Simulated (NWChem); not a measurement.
# CH2BrF (bromofluoromethane): levels of theory compared

Wanted: a comparison of 6 runs (HF/STO-3G, HF/cc-pVDZ, BLYP/cc-pVDZ, SVWN5/cc-pVDZ, revPBE/cc-pVDZ, B3LYP/6-31G*) of CH2BrF (bromofluoromethane). 

The calculation is run with NWChem 7.3.0.

2 further runs of the same task are left out: 2 that didn't finish.

## 1. Starting point

CH2BrF: 5 atoms, total charge 0, spin state singlet. SMILES: `FCBr`. Geometry: relaxed at PBE0-D4/def2-TZVP.

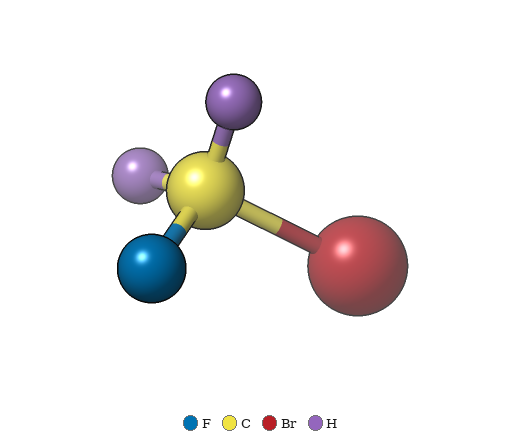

Viewed from a chosen angle; fluorine blue, carbon yellow, bromine red, hydrogen purple.

## 2. Energy and gradient at HF/STO-3G (run 1)

run.py

```python
from ase import Atoms
from ase.calculators.nwchem import NWChem

molecule = Atoms('FCBrHH', positions=[
    [0.686900, 1.170700, 0.163000],
    [0.150000, -0.066700, 0.076600],
    [-1.544900, -0.012500, -0.855200],
    [0.807700, -0.713600, -0.500400],
    [-0.049700, -0.451500, 1.074600],
])

calc = NWChem(
    label='ch2brf',
    theory='scf',
    memory='2200 mb',
    basis='STO-3G',
    basispar='spherical bse',
    scf={'nopen': '0', 'rhf': None, 'thresh': '1e-08', 'maxiter': '80'},
)
molecule.calc = calc

forces = molecule.get_forces()
print(f"energy = {molecule.get_potential_energy():.6f} eV")
print("forces (eV/A):")
for s, f in zip(molecule.symbols, forces):
    print(f"{s:2s} {f[0]:10.5f} {f[1]:10.5f} {f[2]:10.5f}")
print("dipole (e A):", molecule.get_dipole_moment().round(4))
```

On the command line:

```console
export ASE_NWCHEM_COMMAND="nwchem PREFIX.nwi > PREFIX.nwo"
python run.py
```

Output:

```text
energy = -72960.806402 eV
forces (eV/A):
F     0.67378    1.35338    0.14146
C    -1.17088   -0.19232   -0.60606
Br   -0.01877   -0.05492   -0.00082
H     0.35193   -0.58148    0.06037
H     0.16388   -0.52461    0.40505
dipole (e A): [ 0.2147 -0.2112  0.1521]
```

The calculator wrote ch2brf.nwi:

```
title "ch2brf"

permanent_dir ch2brf

scratch_dir ch2brf

start ch2brf

geometry units angstrom nocenter noautosym noautoz
  F  6.8689999999999996e-01 1.1707000000000001e+00 1.6300000000000001e-01
  C  1.4999999999999999e-01 -6.6699999999999995e-02 7.6600000000000001e-02
  Br -1.5448999999999999e+00 -1.2500000000000001e-02 -8.5519999999999996e-01
  H  8.0769999999999997e-01 -7.1360000000000001e-01 -5.0039999999999996e-01
  H  -4.9700000000000001e-02 -4.5150000000000001e-01 1.0746000000000000e+00
end

memory 2200 mb

basis spherical bse noprint
   * library STO-3G
end

scf
  nopen 0
  rhf
  thresh 1e-08
  maxiter 80
end

task scf gradient
```

ch2brf.nwo (excerpt; [...] marks lines left out):

```text
[...]
      One-electron energy =  -4082.389823643188
[... 1 line left out ...]
 Nuclear repulsion energy =    165.599962110767
[... 38 lines left out ...]
                       ROHF Final Molecular Orbital Analysis
[... 144 lines left out ...]
     1   1 0 0      0.405760      0.000000    -87.364678
[...]
  wavefunction    =   RHF
                         RHF ENERGY GRADIENTS
    atom               coordinates                        gradient
                 x          y          z           x          y          z
   1 F       1.298053   2.212302   0.308025   -0.013103  -0.026319  -0.002751
   2 C       0.283459  -0.126045   0.144753    0.022770   0.003740   0.011786
   3 Br     -2.919438  -0.023622  -1.616094    0.000365   0.001068   0.000016
   4 H       1.526332  -1.348508  -0.945619   -0.006844   0.011308  -0.001174
   5 H      -0.093919  -0.853211   2.030700   -0.003187   0.010202  -0.007877
[...]
```

Run time: 3.9 s. Hardware: 1 thread of Intel Xeon Platinum 8375C at 2.90GHz (Ice Lake), shared host; peak memory 0.099 GiB.

## 3. Energy and gradient at HF/cc-pVDZ (run 2)

work.nw

```
start work
title "CH2BrF gradient"
memory 2200 mb
charge 0
geometry noautosym nocenter noautoz
   F        0.686900       1.170700       0.163000
   C        0.150000      -0.066700       0.076600
   Br      -1.544900      -0.012500      -0.855200
   H        0.807700      -0.713600      -0.500400
   H       -0.049700      -0.451500       1.074600
end
basis spherical bse
   * library cc-pVDZ
end
scf
   thresh 1e-08
   maxiter 80
   print medium
end
task scf gradient
```

On the command line:

```console
nwchem work.nw > work.out
```

Output:

```text
[...]
  functions       =    65
[...]
  wavefunction    = RHF
[...]
         Total SCF energy =  -2710.847252884497
      One-electron energy =  -4103.593974277717
      Two-electron energy =   1227.146759282453
 Nuclear repulsion energy =    165.599962110767
        Time for solution =     94.7s
[...]
                         RHF ENERGY GRADIENTS
    atom               coordinates                        gradient
                 x          y          z           x          y          z
   1 F       1.298053   2.212302   0.308025    0.004329   0.008275   0.000983
   2 C       0.283459  -0.126045   0.144753   -0.005365  -0.002761  -0.002452
   3 Br     -2.919438  -0.023622  -1.616094    0.000766  -0.001083   0.000593
   4 H       1.526332  -1.348508  -0.945619    0.001718  -0.002704  -0.002478
   5 H      -0.093919  -0.853211   2.030700   -0.001449  -0.001727   0.003354
[...]
```

Wall time 2.2 min (1 thread of Intel Xeon Platinum 8375C at 2.90GHz (Ice Lake), shared host); peak memory 0.1 GiB.

Runs 3 to 4 aren't shown in full; the table further down has their settings and results.

## 4. Energy and gradient at revPBE/cc-pVDZ (run 5)

run.py

```python
from ase import Atoms
from ase.calculators.nwchem import NWChem

mol = Atoms('FCBrHH', positions=[
    [0.686900, 1.170700, 0.163000],
    [0.150000, -0.066700, 0.076600],
    [-1.544900, -0.012500, -0.855200],
    [0.807700, -0.713600, -0.500400],
    [-0.049700, -0.451500, 1.074600],
])

calc = NWChem(
    label='nw',
    theory='dft',
    memory='2200 mb',
    basis='cc-pVDZ',
    basispar='spherical bse',
    dft={'xc': 'revpbe cpbe96', 'mult': '1', 'grid': 'xfine', 'convergence': 'energy 1e-08', 'iterations': '100', 'mulliken': None},
)
mol.calc = calc

forces = mol.get_forces()
e = mol.get_potential_energy()
print(f"E = {e:.6f} eV")
print("forces (eV/A):")
for s, f in zip(mol.symbols, forces):
    print(f"{s:2s} {f[0]:10.5f} {f[1]:10.5f} {f[2]:10.5f}")
print("dipole (e A):", mol.get_dipole_moment().round(4))
```

On the command line:

```console
export ASE_NWCHEM_COMMAND="nwchem PREFIX.nwi > PREFIX.nwo"
python run.py
```

Output:

```text
E = -73824.612043 eV
forces (eV/A):
F     0.42855    0.88446    0.08603
C     0.04623   -0.04746    0.03265
Br   -0.69317   -0.05024   -0.36885
H     0.36397   -0.47103   -0.34263
H    -0.14558   -0.31568    0.59285
dipole (e A): [ 0.1801 -0.2552  0.1405]
```

The calculator wrote nw.nwi:

```
title "nw"

permanent_dir nw

scratch_dir nw

start nw

geometry units angstrom nocenter noautosym noautoz
  F  6.8689999999999996e-01 1.1707000000000001e+00 1.6300000000000001e-01
  C  1.4999999999999999e-01 -6.6699999999999995e-02 7.6600000000000001e-02
  Br -1.5448999999999999e+00 -1.2500000000000001e-02 -8.5519999999999996e-01
  H  8.0769999999999997e-01 -7.1360000000000001e-01 -5.0039999999999996e-01
  H  -4.9700000000000001e-02 -4.5150000000000001e-01 1.0746000000000000e+00
end

memory 2200 mb

basis spherical bse noprint
   * library cc-pVDZ
end

dft
  xc revpbe cpbe96
  mult 1
  grid xfine
  convergence energy 1e-08
  iterations 100
  mulliken
end

task dft gradient
```

nw.nwo (excerpt; [...] marks lines left out):

```text
[...]
         Total DFT energy =    -2713.004474543803
[...]
  wavefunction    = closed shell
                         DFT ENERGY GRADIENTS
    atom               coordinates                        gradient
                 x          y          z           x          y          z
   1 F       1.298053   2.212302   0.308025   -0.008334  -0.017200  -0.001673
   2 C       0.283459  -0.126045   0.144753   -0.000899   0.000923  -0.000635
   3 Br     -2.919438  -0.023622  -1.616094    0.013480   0.000977   0.007173
   4 H       1.526332  -1.348508  -0.945619   -0.007078   0.009160   0.006663
   5 H      -0.093919  -0.853211   2.030700    0.002831   0.006139  -0.011529
[...]
```

Run time: 1.7 min. Hardware: 1 thread of Intel Xeon Platinum 8375C at 2.90GHz (Ice Lake), shared host; peak memory 0.13 GiB.

## 5. Energy and gradient at B3LYP/6-31G(d) (Cartesian functions) (run 6)

ch2brf.nw

```
START ch2brf
TITLE "CH2BrF B3LYP"
memory stack 880 mb heap 220 mb global 1100 mb
charge 0

GEOMETRY noautosym nocenter noautoz
  F        0.686900       1.170700       0.163000
  C        0.150000      -0.066700       0.076600
  Br      -1.544900      -0.012500      -0.855200
  H        0.807700      -0.713600      -0.500400
  H       -0.049700      -0.451500       1.074600
END

BASIS cartesian
  * library 6-31G*
END

DFT
  xc b3lyp
  grid xfine
  convergence energy 1e-08
  maxiter 100
  mulliken
END

TASK dft gradient
```

On the command line:

```console
nwchem ch2brf.nw > ch2brf.out
```

Output:

```text
[...]
          Wavefunction type:  closed shell.
          No. of atoms     :     5
          No. of electrons :    52
[...]
          Charge           :     0
          Spin multiplicity:     1
[...]
          AO basis - number of functions:    69
[...]
              XC Information
              --------------
                         B3LYP Method XC Potential
                     Hartree-Fock (Exact) Exchange  0.200
                        Slater Exchange Functional  0.800 local
                    Becke 1988 Exchange Functional  0.720 non-local
              Lee-Yang-Parr Correlation Functional  0.810
                  VWN I RPA Correlation Functional  0.190 local
[...]
 d= 0,ls=0.0,diis     1  -2712.9266071892 -2.88D+03  1.88D-02  1.92D+00     3.1
[...]
 d= 0,ls=0.0,diis    10  -2713.0169271229 -3.08D-10  1.47D-07  4.22D-10    21.8
         Total DFT energy =    -2713.016927122879
      One electron energy =    -4103.135736277779
           Coulomb energy =     1332.455903351905
    Exchange-Corr. energy =     -107.937056307772
 Nuclear repulsion energy =      165.599962110767
[...]
      Total Density - Mulliken Population Analysis
     ---------------------------------------------
    Atom       Charge   Shell Charges
 -----------   ------   -------------------------------------------------------
    1 F    9     9.26   1.99  0.95  3.31  0.96  1.98  0.06
    2 C    6     6.02   1.99  0.71  1.96  0.57  0.73  0.06
    3 Br  35    35.09   2.00  1.99  6.00  1.93  5.99  1.62  3.80  0.36  1.30  7.02  2.95  0.13
    4 H    1     0.81   0.54  0.28
    5 H    1     0.81   0.54  0.28
[...]
  wavefunction    = closed shell
                         DFT ENERGY GRADIENTS
    atom               coordinates                        gradient
                 x          y          z           x          y          z
   1 F       1.298053   2.212302   0.308025   -0.002879  -0.006731  -0.000445
   2 C       0.283459  -0.126045   0.144753   -0.007022   0.003069  -0.004325
   3 Br     -2.919438  -0.023622  -1.616094    0.011018  -0.000202   0.006029
   4 H       1.526332  -1.348508  -0.945619   -0.000918   0.002038   0.000024
   5 H      -0.093919  -0.853211   2.030700   -0.000199   0.001827  -0.001283
[...]
```

It took 31 s on 1 thread of Intel Xeon Platinum 8375C at 2.90GHz (Ice Lake), shared host; peak memory 0.13 GiB.

## 6. All runs side by side

```csv
run,level,iteration cap,module,energy (Eh),dipole moment (D),HOMO energy (eV),LUMO energy (eV),wall time
1,HF/STO-3G,80,scf,-2681.260202,1.62,-8.62,9.32,3.9 s
2,HF/cc-pVDZ,80,scf,-2710.847253,2.08,-11.27,3.89,2.2 min
3,BLYP/cc-pVDZ,100,dft,-2713.261803,1.61,-6.49,-0.76,1.8 min
4,SVWN5/cc-pVDZ,100,dft,-2708.715834,1.69,-6.80,-1.07,80 s
5,revPBE/cc-pVDZ,100,dft,-2713.004475,1.65,-6.66,-0.82,1.7 min
6,B3LYP/6-31G* (Cartesian functions),100,dft,-2713.016927,1.84,-7.88,-0.25,31 s
```

## 7. Outcome

| quantity | value |
| --- | --- |
| run 6: total energy | -2713.01693 Eh |
| run 6: dipole moment | 1.84 D |
| run 6: HOMO energy | -7.88 eV |
| run 6: LUMO energy | -0.25 eV |
| run 6: HOMO–LUMO gap | 7.63 eV |
| run 6: largest force on an atom | 0.646 eV/Å |

The dipole moment (its size) runs from 1.61 D (BLYP/cc-pVDZ) to 2.08 D (HF/cc-pVDZ). The HOMO–LUMO gap runs from 5.72 eV (SVWN5/cc-pVDZ) to 17.94 eV (HF/STO-3G). The two ends differ in method and basis. Totals of different functionals can't be ranked against each other. In run 1 the basis is minimal, so the values are rough. All runs together took 7.5 min, the longest 2.2 min.
